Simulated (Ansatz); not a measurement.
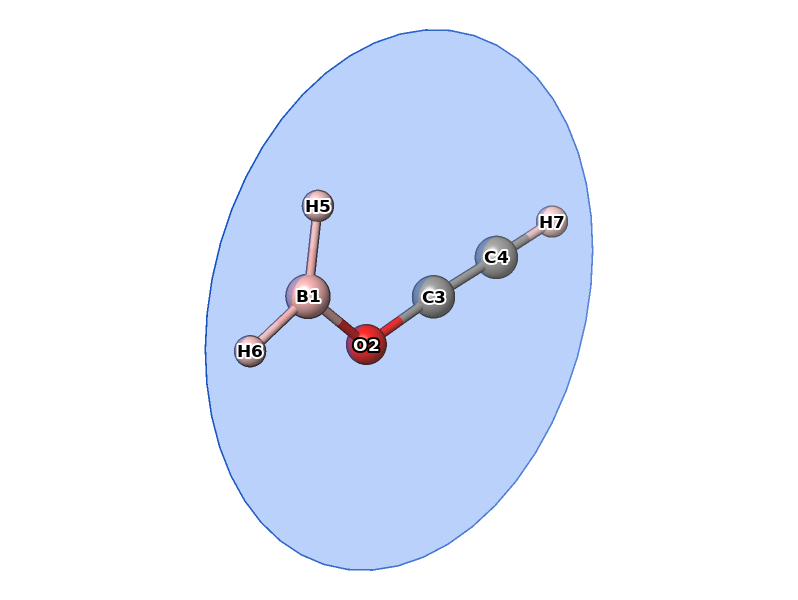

A disc through the centre of mass is drawn in. Depth is shown by fading: the farther an atom, the more it takes the colour of the background. Computed geometry: PBE0-D4/def2-TZVP optimisation. No frequency run is at hand to confirm it as a minimum.

> Is the plane of the disc a mirror plane of the structure?

Yes. The reflection leaves B1, O2, C3, C4, H5, H6, H7 in place. The point group is Cs.
